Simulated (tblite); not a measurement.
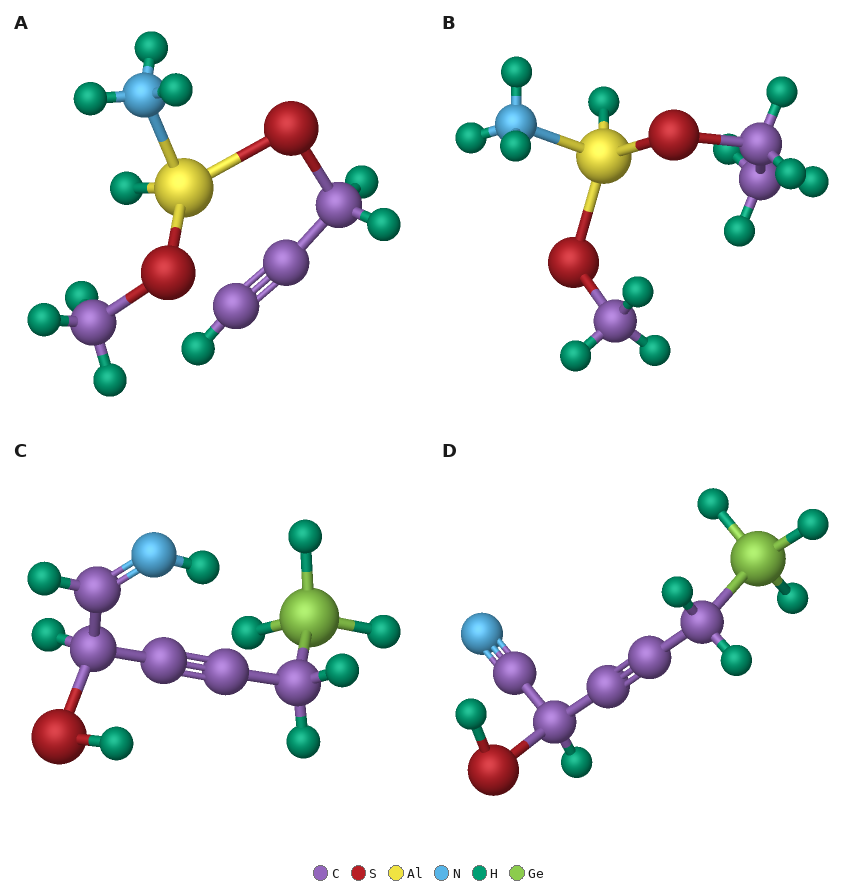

Simulated data, not a measurement (program: tblite).

Which panel belongs to which SMILES?
(1) C#CC[S][Al@H-]([NH3+])[S]C
(2) [H]/N=C\[C@H](S)C#C[CH2][GeH3]
(3) CC[S][Al@H-]([NH3+])[S]C
(4) N#C[C@H](S)C#C[CH2][GeH3]

Answer. A is (1), B is (3), C is (2), D is (4).
